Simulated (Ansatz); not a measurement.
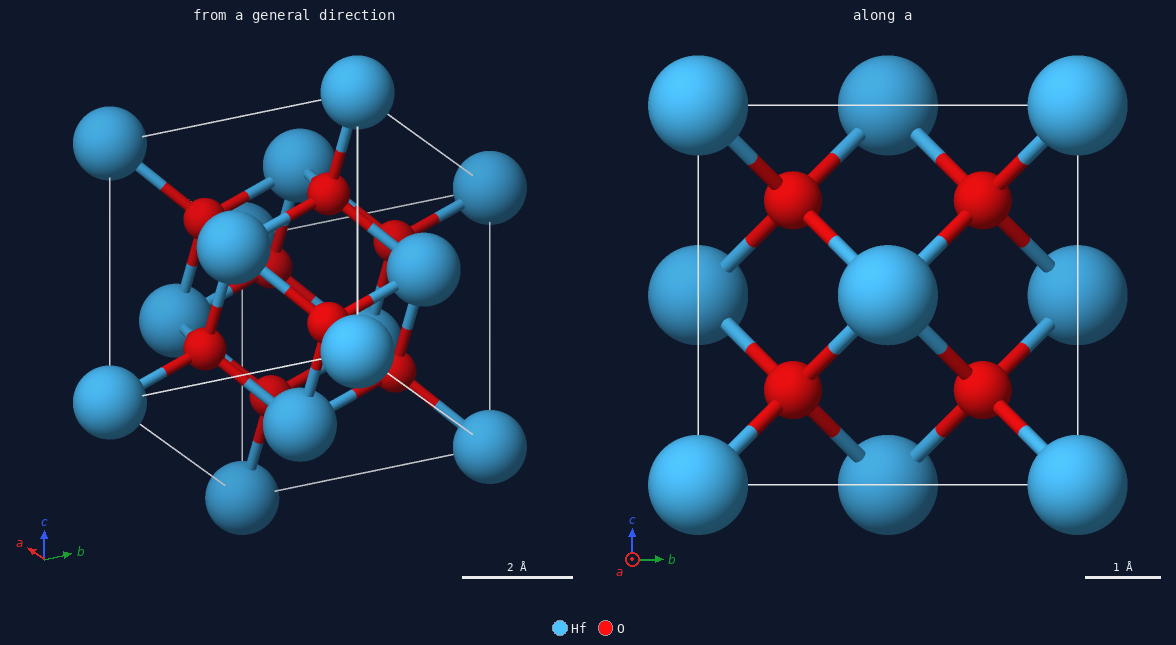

View from a general direction and along the a axis, drawn as a ball-and-stick model. The conventional unit cell is outlined; an atom on or near a face, edge or corner is repeated at each equivalent position.

Cell dimensions are a = 5.12 Å, b = 5.12 Å, c = 5.12 Å, α = 90.00°, β = 90.00°, γ = 90.00°.

Bonds are drawn for Hf–O up to 2.79 Å (cut-off distances).

The composition is HfO2.

Question: What are the crystal system and the lattice centring?

Answer: Face-centred cubic.

Question: Space group?

Answer: Fm-3m (No. 225), with Hf on 4a and O on 8c.

Question: Which structure type is it?

Answer: Fluorite (CaF₂ type).

Its origin is a structure type known for this compound. Earlier steps of the study may have refined or changed the cell and positions. Ansatz was used for an electronic-structure calculation on it.
